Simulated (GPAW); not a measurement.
# ZrGe2As4 monolayer in an electric field, part 2 of 2

Aim: the dipole that a field along the normal induces in ZrGe2As4 monolayer.

GPAW 26.7.0; GPAW, PAW setups; layer in a repeated cell with vacuum, relaxation of atoms and in-plane cell (the session's first sound run).

So far, upper work function (eV): step 3 (plane waves, PBE) 5.08.

## Step 6: Field on

Level of this step: GPAW, PAW setups; slab in vacuum (GPAW).

Input file run.py:

```python
import json
import numpy as np
from ase import Atoms
from gpaw import GPAW, PW
from gpaw.external import ConstantElectricField

slab = Atoms(
    ['As', 'Ge', 'As', 'Zr', 'As', 'Ge', 'As'],
    positions=[
        [-0.00000, 0.00000, 9.00000],
        [-0.00000, 2.23805, 10.11960],
        [-0.00000, 2.23805, 12.57247],
        [0.00000, -0.00000, 14.11531],
        [-0.00000, 2.23805, 15.65816],
        [-0.00000, 2.23805, 18.11102],
        [0.00000, 0.00000, 19.23063]],
    cell=[[3.87641, -0.0, 0.0], [-1.9382, 3.35706, 0.0], [0.0, 0.0, 28.2306]],
    pbc=[True, True, False])

slab.calc = GPAW(mode=PW(400), xc='PBE', kpts={'size': (9, 9, 1), 'gamma': True},
                 occupations={'name': 'fermi-dirac', 'width': 0.05}, nbands='200%',
                 convergence={'density': 1e-05}, maxiter=200,
                 poissonsolver={'dipolelayer': 'xy'},
                 external=ConstantElectricField(-0.05, [0, 0, 1]),
                 symmetry={'tolerance': 1e-3}, txt='slab.txt')
result = {}
energy = slab.get_potential_energy()
fermi = slab.calc.get_fermi_level()
v = slab.calc.get_electrostatic_potential().mean((0, 1)) - fermi
n = slab.calc.get_pseudo_density().mean((0, 1))
L = slab.cell[2, 2]
z = np.arange(len(v)) * L / len(v)
low, high = slab.positions[:, 2].min(), slab.positions[:, 2].max()
below, above = np.interp([low - 6.8, high + 6.8], z, v)
slopes = [np.interp(x, z, np.gradient(v, z)) for x in (low - 6.8, high + 6.8)]
eps = np.array([[slab.calc.get_eigenvalues(k, s) for k in range(len(slab.calc.get_ibz_k_points()))]
                for s in range(slab.calc.get_number_of_spins())]) - fermi
top, bottom = eps[eps < 0].max(), eps[eps > 0].min()
dipole = slab.get_dipole_moment()[2]
print(f'energy {energy:.4f} eV, Fermi level {fermi:.4f} eV, dipole {dipole:.5f} e A')
print(f'potential 6.8 A off the faces, from the Fermi level: lower {below:.4f} eV, upper {above:.4f} eV')
print(f'slope of the potential there: lower {slopes[0]:.5f}, upper {slopes[1]:.5f} eV/A')
print(f'nearest levels on the mesh: {top:.4f} and {bottom:.4f} eV')
print('magnetic moment', round(slab.get_magnetic_moment(), 3))
result.update(energy=energy, fermi=fermi, dipole=dipole, below=below, above=above, slopes=slopes, edges=[top, bottom],
              z=z.tolist(), v=v.tolist(), n=n.tolist(), positions=slab.positions.tolist(),
              forces=slab.get_forces(apply_constraint=False).tolist(), moments=slab.get_magnetic_moments().tolist())
json.dump(result, open('result.json', 'w'))
```

Launch:

```bash
$ OMP_NUM_THREADS=1 OPENBLAS_NUM_THREADS=1 python run.py
```

What it wrote:

```text
energy -36.6700 eV, Fermi level -0.2777 eV, dipole -0.04463 e A
potential 6.8 A off the faces, from the Fermi level: lower 4.7703 eV, upper 5.3912 eV
slope of the potential there: lower -0.00016, upper 0.00015 eV/A
nearest levels on the mesh: -0.1877 and 0.0071 eV
magnetic moment 0.0
```

It took 6.2 min on 1 thread of Arm Neoverse V1, shared host; peak memory 0.51 GiB.

The electrostatic potential energy of an electron (without an applied field's), less the Fermi level, planar mean oscillates, so the rows of the table below give means over windows of 1.78 Å about each position, cut where the curve ends. Its maxima inside the range that stand out by 2 % of the span (Å: eV): 9.6: -8.79, 11.4: 2.58, 13.3: -4.65, 15.0: -4.57, 16.8: 2.85, 18.6: -8.36. Its minima: 9.1: -12.5, 10.0: -12.0, 12.5: -10.7, 14.1: -15.1, 15.7: -10.5, 18.2: -11.7, 19.1: -12.0.

Electrostatic potential energy of an electron (without an applied field's), less the Fermi level, planar mean against z; means over each step:

| z (Å) | electrostatic potential energy of an electron (without an applied field's), less the Fermi level, planar mean (eV) |
| --- | --- |
| 0.89 | 4.80 |
| 2.67 | 4.77 |
| 4.45 | 4.77 |
| 6.23 | 4.73 |
| 8.01 | 0.107 |
| 9.79 | -9.84 |
| 11.57 | -0.784 |
| 13.35 | -9.25 |
| 15.13 | -8.19 |
| 16.91 | -0.107 |
| 18.69 | -10.0 |
| 20.47 | 2.66 |
| 22.25 | 5.37 |
| 24.03 | 5.39 |
| 25.81 | 5.39 |
| 27.59 | 5.37 |

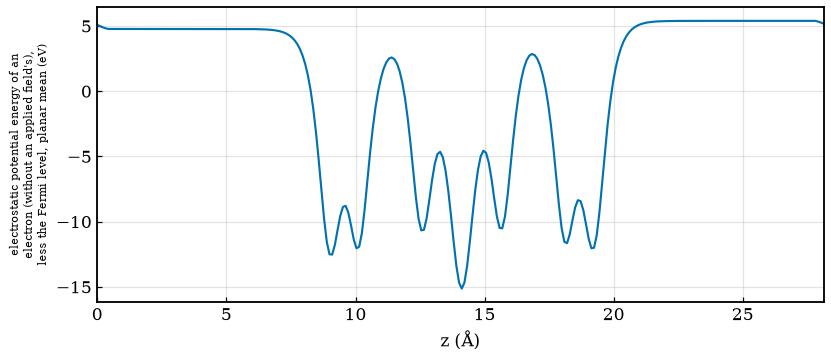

Electrostatic potential energy of an electron (without an applied field's), less the Fermi level, planar mean, plotted against z.

## Step 7: In a field

Changes to run.py since step 6:

```diff
@@ -23,3 +23,3 @@
                  poissonsolver={'dipolelayer': 'xy'},
-                 external=ConstantElectricField(-0.05, [0, 0, 1]),
+                 external=ConstantElectricField(0.05, [0, 0, 1]),
                  symmetry={'tolerance': 1e-3}, txt='slab.txt')
```

What it wrote:

```text
energy -36.6700 eV, Fermi level -0.2777 eV, dipole 0.04461 e A
potential 6.8 A off the faces, from the Fermi level: lower 5.3911 eV, upper 4.7704 eV
slope of the potential there: lower -0.00015, upper 0.00016 eV/A
nearest levels on the mesh: -0.1877 and 0.0071 eV
magnetic moment 0.0
```

It took 6 min on 1 thread; peak memory 0.51 GiB.

The electrostatic potential energy of an electron (without an applied field's), less the Fermi level, planar mean oscillates, so the rows of the table below give means over windows of 1.78 Å about each position, cut where the curve ends. Its maxima inside the range that stand out by 2 % of the span (Å: eV): 9.6: -8.36, 11.4: 2.85, 13.3: -4.57, 15.0: -4.65, 16.8: 2.58, 18.6: -8.79. Its minima: 9.1: -12.0, 10.0: -11.7, 12.5: -10.5, 14.1: -15.1, 15.7: -10.7, 18.2: -12.0, 19.1: -12.5.

The electrostatic potential energy of an electron (without an applied field's), less the Fermi level, planar mean by z; means over each step:

| z (Å) | electrostatic potential energy of an electron (without an applied field's), less the Fermi level, planar mean (eV) |
| --- | --- |
| 0.89 | 5.36 |
| 2.67 | 5.39 |
| 4.45 | 5.39 |
| 6.23 | 5.35 |
| 8.01 | 0.678 |
| 9.79 | -9.42 |
| 11.57 | -0.536 |
| 13.35 | -9.18 |
| 15.13 | -8.29 |
| 16.91 | -0.379 |
| 18.69 | -10.5 |
| 20.47 | 2.07 |
| 22.25 | 4.75 |
| 24.03 | 4.77 |
| 25.81 | 4.77 |
| 27.59 | 4.79 |

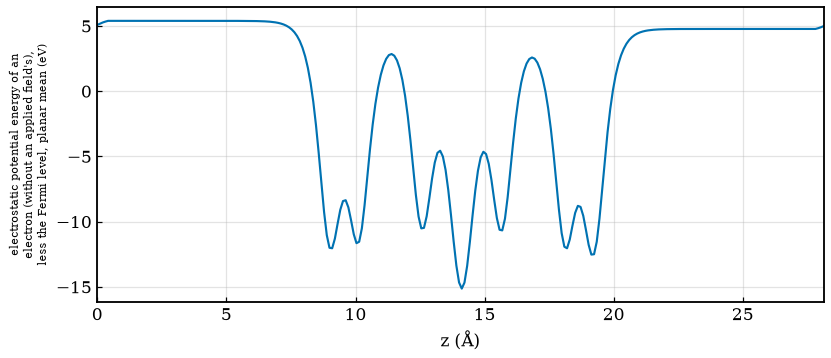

Electrostatic potential energy of an electron (without an applied field's), less the Fermi level, planar mean, plotted against z.

## Step 8: In a field

Changes to run.py since step 7:

```diff
@@ -23,3 +23,3 @@
                  poissonsolver={'dipolelayer': 'xy'},
-                 external=ConstantElectricField(0.05, [0, 0, 1]),
+                 external=ConstantElectricField(0.1, [0, 0, 1]),
                  symmetry={'tolerance': 1e-3}, txt='slab.txt')
```

What it wrote:

```text
energy -36.6734 eV, Fermi level -0.2781 eV, dipole 0.08927 e A
potential 6.8 A off the faces, from the Fermi level: lower 5.7026 eV, upper 4.4606 eV
slope of the potential there: lower -0.00014, upper 0.00016 eV/A
nearest levels on the mesh: -0.1877 and 0.0072 eV
magnetic moment 0.0
```

Run time: 6.2 min. Hardware: 1 thread; peak memory 0.51 GiB.

The electrostatic potential energy of an electron (without an applied field's), less the Fermi level, planar mean oscillates, so the rows of the table below give means over windows of 1.78 Å about each position, cut where the curve ends. Its maxima inside the range that stand out by 2 % of the span (Å: eV): 1.6: 5.70, 9.6: -8.14, 11.4: 2.98, 13.3: -4.53, 15.0: -4.69, 16.8: 2.45, 18.6: -9.01. Its minima: 9.1: -11.8, 10.0: -11.5, 12.5: -10.4, 14.1: -15.1, 15.7: -10.8, 18.2: -12.2, 19.1: -12.8.

Electrostatic potential energy of an electron (without an applied field's), less the Fermi level, planar mean against z; means over each step:

| z (Å) | electrostatic potential energy of an electron (without an applied field's), less the Fermi level, planar mean (eV) |
| --- | --- |
| 0.89 | 5.64 |
| 2.67 | 5.70 |
| 4.45 | 5.70 |
| 6.23 | 5.66 |
| 8.01 | 0.963 |
| 9.79 | -9.21 |
| 11.57 | -0.412 |
| 13.35 | -9.14 |
| 15.13 | -8.34 |
| 16.91 | -0.514 |
| 18.69 | -10.7 |
| 20.47 | 1.78 |
| 22.25 | 4.44 |
| 24.03 | 4.46 |
| 25.81 | 4.46 |
| 27.59 | 4.50 |

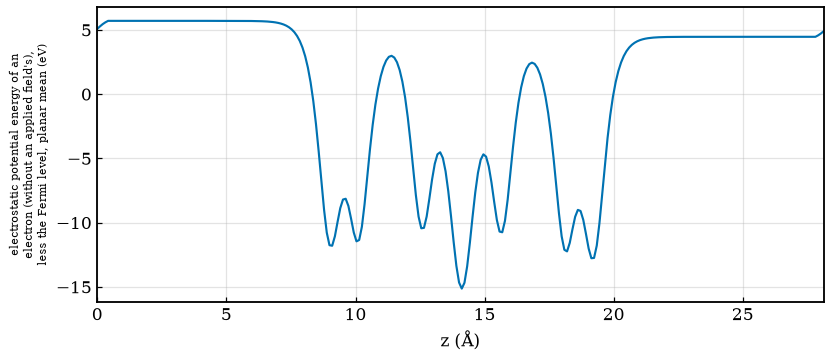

Electrostatic potential energy of an electron (without an applied field's), less the Fermi level, planar mean against z.

The dipole is now 0.0893 e Å, against 0.0022 in the run without a field.

## Step 9: In a field

Changes to run.py since step 8:

```diff
@@ -23,3 +23,3 @@
                  poissonsolver={'dipolelayer': 'xy'},
-                 external=ConstantElectricField(0.1, [0, 0, 1]),
+                 external=ConstantElectricField(0.2, [0, 0, 1]),
                  symmetry={'tolerance': 1e-3}, txt='slab.txt')
```

What it wrote:

```text
energy -36.6867 eV, Fermi level -0.2795 eV, dipole 0.17850 e A
potential 6.8 A off the faces, from the Fermi level: lower 6.3258 eV, upper 3.8426 eV
slope of the potential there: lower -0.00013, upper 0.00018 eV/A
nearest levels on the mesh: -0.1875 and 0.0074 eV
magnetic moment 0.0
```

Elapsed: 4.9 min, on 1 thread; peak memory 0.51 GiB.

The electrostatic potential energy of an electron (without an applied field's), less the Fermi level, planar mean oscillates, so the rows of the table below give means over windows of 1.83 Å about each position, cut where the curve ends. Its maxima inside the range that stand out by 2 % of the span (Å: eV): 1.8: 6.33, 9.6: -7.71, 11.4: 3.25, 13.3: -4.44, 15.0: -4.77, 16.8: 2.19, 18.6: -9.44. Its minima: 9.1: -11.3, 10.0: -11.1, 12.5: -10.3, 14.1: -15.1, 15.7: -10.9, 18.2: -12.6, 19.1: -13.3.

Electrostatic potential energy of an electron (without an applied field's), less the Fermi level, planar mean against z; means over each step:

| z (Å) | electrostatic potential energy of an electron (without an applied field's), less the Fermi level, planar mean (eV) |
| --- | --- |
| 0.92 | 6.20 |
| 2.75 | 6.33 |
| 4.58 | 6.32 |
| 6.41 | 6.24 |
| 8.23 | -0.672 |
| 10.07 | -7.03 |
| 11.89 | -2.05 |
| 13.73 | -9.42 |
| 15.55 | -6.26 |
| 17.38 | -3.34 |
| 19.21 | -8.56 |
| 21.05 | 3.25 |
| 22.88 | 3.84 |
| 24.70 | 3.84 |
| 26.54 | 3.84 |

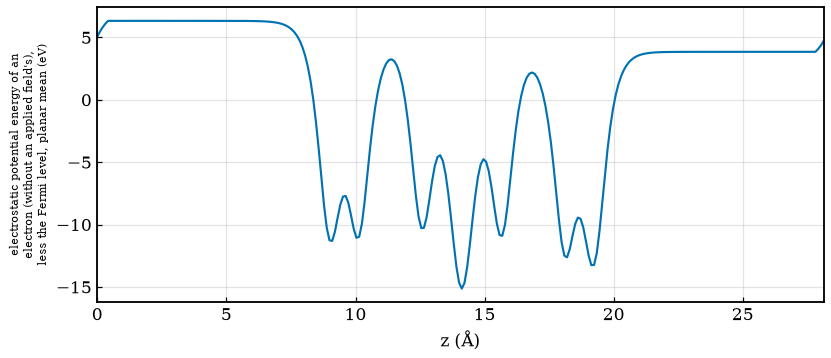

Electrostatic potential energy of an electron (without an applied field's), less the Fermi level, planar mean, plotted against z.

The dipole is now 0.179 e Å, against 0.0022 in the run without a field.

## Step 10: In a field

Changes to run.py since step 9:

```diff
@@ -23,3 +23,3 @@
                  poissonsolver={'dipolelayer': 'xy'},
-                 external=ConstantElectricField(0.2, [0, 0, 1]),
+                 external=ConstantElectricField(0.3, [0, 0, 1]),
                  symmetry={'tolerance': 1e-3}, txt='slab.txt')
```

What it wrote:

```text
energy -36.7091 eV, Fermi level -0.2819 eV, dipole 0.26781 e A
potential 6.8 A off the faces, from the Fermi level: lower 6.9518 eV, upper 3.2262 eV
slope of the potential there: lower -0.00012, upper 0.00019 eV/A
nearest levels on the mesh: -0.1873 and 0.0077 eV
magnetic moment 0.0
```

Run time: 4.9 min. Hardware: 1 thread; peak memory 0.51 GiB.

The electrostatic potential energy of an electron (without an applied field's), less the Fermi level, planar mean oscillates, so the rows of the table below give means over windows of 1.83 Å about each position, cut where the curve ends. Its maxima inside the range that stand out by 2 % of the span (Å: eV): 2.0: 6.95, 9.6: -7.28, 11.4: 3.51, 13.3: -4.36, 15.0: -4.85, 16.8: 1.92, 18.6: -9.88. Its minima: 9.1: -10.8, 10.0: -10.7, 12.5: -10.1, 14.1: -15.1, 15.7: -11.1, 18.2: -13.0, 19.1: -13.7.

Table of electrostatic potential energy of an electron (without an applied field's), less the Fermi level, planar mean by z; means over each step:

| z (Å) | electrostatic potential energy of an electron (without an applied field's), less the Fermi level, planar mean (eV) |
| --- | --- |
| 0.92 | 6.76 |
| 2.75 | 6.95 |
| 4.58 | 6.95 |
| 6.41 | 6.87 |
| 8.23 | -0.116 |
| 10.07 | -6.64 |
| 11.89 | -1.83 |
| 13.73 | -9.38 |
| 15.55 | -6.40 |
| 17.38 | -3.65 |
| 19.21 | -9.05 |
| 21.05 | 2.65 |
| 22.88 | 3.22 |
| 24.70 | 3.23 |
| 26.54 | 3.23 |

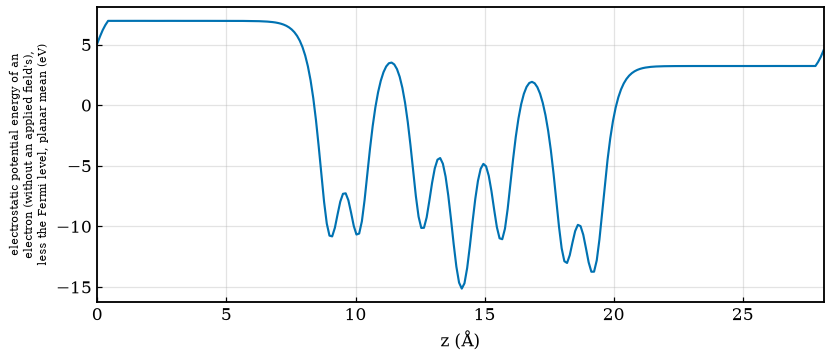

Electrostatic potential energy of an electron (without an applied field's), less the Fermi level, planar mean against z.

The dipole is now 0.268 e Å, against 0.0022 in the run without a field.

## Step 11: The series

The members are put on one axis.

This step: induced dipole against applied field (GPAW 26.7.0).

Dipole along the normal against field:

| field (V/Å) | dipole along the normal (e·Å) |
| --- | --- |
| -0.200 | -0.179 |
| -0.100 | -0.0893 |
| -0.050 | -0.0446 |
| 0.000 | 0.00223 |
| 0.050 | 0.0446 |
| 0.100 | 0.0893 |
| 0.200 | 0.179 |
| 0.300 | 0.268 |

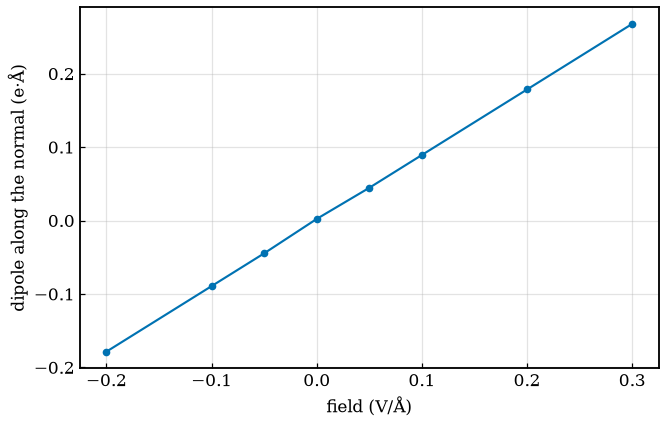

Dipole along the normal, plotted against field.

## Step 12: A changed run

One more run, with changed settings.

This step: GPAW, PAW setups; slab in vacuum (GPAW 26.7.0).

Changes to run.py since step 10:

```diff
@@ -4,3 +4,2 @@
 from gpaw import GPAW, PW
-from gpaw.external import ConstantElectricField
 
@@ -19,7 +18,6 @@
 
-slab.calc = GPAW(mode=PW(400), xc='PBE', kpts={'size': (9, 9, 1), 'gamma': True},
+slab.calc = GPAW(mode=PW(100), xc='PBE', kpts={'size': (9, 9, 1), 'gamma': True},
                  occupations={'name': 'fermi-dirac', 'width': 0.05}, nbands='200%',
-                 convergence={'density': 1e-05}, maxiter=200,
+                 convergence={'density': 1e-05}, maxiter=50,
                  poissonsolver={'dipolelayer': 'xy'},
-                 external=ConstantElectricField(0.3, [0, 0, 1]),
                  symmetry={'tolerance': 1e-3}, txt='slab.txt')
```

What it wrote:

```text
energy -31.8167 eV, Fermi level -0.0847 eV, dipole 0.00223 e A
potential 6.8 A off the faces, from the Fermi level: lower 4.9750 eV, upper 4.9666 eV
slope of the potential there: lower -0.00412, upper 0.00412 eV/A
nearest levels on the mesh: -0.0021 and 0.0001 eV
magnetic moment 0.0
```

Run time: 13 s. Hardware: 1 thread; peak memory 0.14 GiB.

The run finished. A setting was moved off its sound value on purpose, so it serves as a test and not as the result.

The fault put into the input: a cutoff far too low (ecut = 100).

Side by side:

| quantity | this run | sound run | difference |
| --- | --- | --- | --- |
| upper work function (eV) | 4.9666 | 5.0764 | -0.110 |
| lower work function (eV) | 4.9750 | 5.0847 | -0.110 |

The two runs differ clearly in the upper work function: 4.97 eV against 5.08 eV.

## Step 13: Summary of results

| Item | Value |
| --- | --- |
| work function, upper and lower face | 5.076 and 5.085 eV |
| dipole along the normal | 0.0022 e Å, near the numerical noise |
| induced dipole per field | 0.893 e Å per V/Å |
| out-of-plane polarisability per area, α/(ε0 A) | 12.4 Å |

In words: The field induces 0.893 e Å per V/Å, a polarisable thickness α/(ε0 A) of 12.4 Å beside 10.2 Å between the outermost nuclei. A perfect conductor would give the distance between its two image planes; a dielectric of thickness t gives t(1 - 1/ε). The induced dipole is linear in the field over this range. The starting lattice was a guess from atomic radii; the relaxation moved it by 4 %. The small printed dipole stands for a step of -31 meV from the lower to the upper face, and the probes find -8.4 meV; values this small are near the numerical noise of both. The layer's cell and atoms come from the relaxation; spin-orbit coupling and temperature are left out.

[Logs are printed without paths, hosts, clocks, repeated set-up lines and the standing remarks that a program may print on its own settings, such as how far it seeks lower states.]

[Hosts, paths, dates, database ids (printed as entryN), source tags and the programs' standing remarks are cut or masked in the printed files.]
